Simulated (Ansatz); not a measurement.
## Computed scan of one atom of the cell: Sb (A7 type, space group R-3m)

Starting cell, Sb (A7 type, space group R-3m):

```xyz
2
Lattice="2.1643 1.2496 3.7832 -2.1643 1.2496 3.7832 0.0000 -2.4991 3.7832" Properties=species:S:1:pos:R:3 pbc="T T T"
Sb     0.0000     0.0000     2.6470
Sb     0.0000     0.0000     8.7027
```

Scan: atom 1 (Sb, nearest neighbour Sb at 2.920 Å; its periodic images, 4.3 Å or more away, move with it) is displaced along Cartesian x, direction (1.000, 0.000, 0.000) in Cartesian axes, by s. The other atoms stay.

Calculation: r2SCAN+rVV10 (plane waves to 500 eV, PAW, scalar-relativistic; Ansatz, a quantum-chemistry and plane-wave program). k mesh 11×11×11 (Γ-centred), Fermi-Dirac smearing 0.05 eV. The energy includes the smearing's −TS. With partly filled bands, energies and forces of such displacements shift with the k mesh and the smearing. F∥ is the force on the atom along that direction. Sb was relaxed with its symmetry unable to fall. Spin-orbit coupling is left out, though Sb is heavy. The PAW data are Ansatz's earlier set. The zero of ΔE is the undisplaced structure.

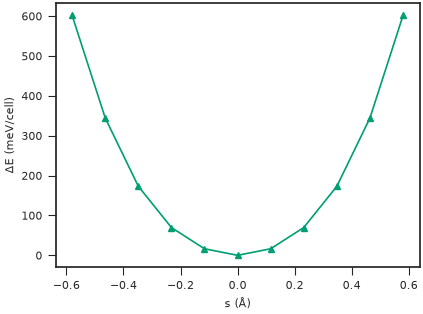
ΔE (meV/cell) against s (Å); one marker a computed point.

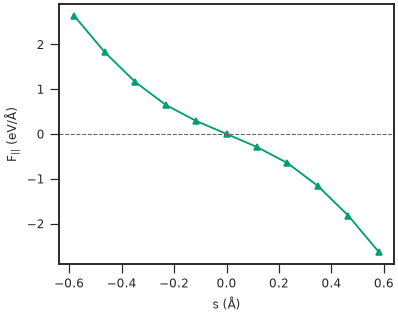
Figure: F∥ (eV/Å) against s (Å); markers are the computed points, lines only join them.

The force constant k = d²E/ds² at s = 0 (finite differences) comes out as 2.41 eV/Å², the force along the line at s = -0.580 Å is 2.63 eV/Å and the energy at s = 0.580 Å is 602 meV/cell. Symmetry of the curve: even: the same for both signs. Shape of the curve: a single well with its minimum at or next to zero displacement.

With its periodic images moving along, the atom's site symmetry in this cell is 3m.

(For displaced atoms, the force is minus the slope of the energy, and its curvature is a force constant, which sets phonon frequencies.)
